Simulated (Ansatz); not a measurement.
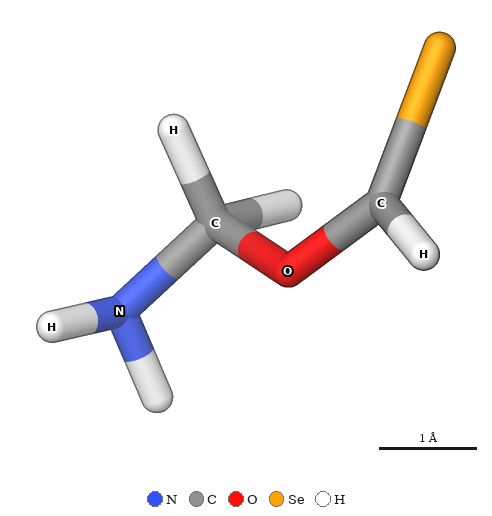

Figure 1. The starting structure (stick view, seen at a tilt). Bond lengths as drawn: C–H 1.10 Å, C–N 1.40 Å, C–O 1.31 to 1.48 Å, C–Se 1.79 Å and H–N 1.02 Å.

**C₂H₅NOSe: nudged elastic band**

C₂H₅NOSe, set up with RKS B3LYP/def2-SVP (Ansatz 0.2.0).

One setting was made poor on purpose. It belongs to a series of runs on one base structure; here: an input spoilt on purpose.

## The input
```yaml
crystal:
  periodic: [false, false, false]
  atoms:
    - { symbol: "N", position_ang: [-0.026696, 1.14703, 1.432997] }
    - { symbol: C, position_ang: [-0.249615, 0.605669, 0.156281] }
    - { symbol: O, position_ang: [0.384941, -0.72327, 0.020734] }
    - { symbol: C, position_ang: [0.29585, -1.393624, -1.104482] }
    - { symbol: Se, position_ang: [-0.526372, -0.941204, -2.622943] }
    - { symbol: H, position_ang: [0.957491, 1.312992, 1.632674] }
    - { symbol: H, position_ang: [-0.433941, 0.590945, 2.181975] }
    - { symbol: H, position_ang: [-1.321724, 0.463643, -0.047405] }
    - { symbol: H, position_ang: [0.174712, 1.238895, -0.637423] }
    - { symbol: H, position_ang: [0.828554, -2.352175, -1.009509] }
basis:
  gaussian: { orbitals: def2-SVP }
hamiltonian:
  xc: b3lyp
neb:
  order_check: false
  images: 9
  f_tol: 0.05
  max_iterations: 8
  initial_path: linear
  final_atoms:
    - { symbol: "N", position_ang: [-0.02793808, 1.14645412, 1.43345124] }
    - { symbol: C, position_ang: [-0.24781125, 0.60664126, 0.15547681] }
    - { symbol: O, position_ang: [0.38781157, -0.72163472, 0.01972686] }
    - { symbol: C, position_ang: [0.29579873, -1.39364937, -1.10418635] }
    - { symbol: Se, position_ang: [-0.53152359, -0.94388967, -2.62087729] }
    - { symbol: H, position_ang: [-0.43699398, 0.58919692, 2.18055146] }
    - { symbol: H, position_ang: [0.95581111, 1.31178943, 1.63576186] }
    - { symbol: H, position_ang: [-1.31940702, 0.46444327, -0.05071955] }
    - { symbol: H, position_ang: [0.17796775, 1.2412111, -0.63641591] }
    - { symbol: H, position_ang: [0.82948477, -2.35166134, -1.00987014] }
  spring: -5.0
```

Hardware: 2 threads of Intel Xeon (Granite Rapids), 16 GiB of memory available, shared host.

Launched with:
```bash
ansatz run input.yaml --threads 2 --pin off --max-ram 3072MiB --backend cpu --events-out ev --progress --plain --runs-dir out
```

## Output
```
Error: invalid value for `neb.spring`: must be finite and > 0; got -5 eV/Å²
```

## Outcome

| quantity | value |
| --- | --- |
| outcome | refused by the program |

## What went wrong

The program refused the input: “invalid value for `neb.spring`: must be finite and > 0; got -5 eV/Å²” A deliberately poor setting: bad input.
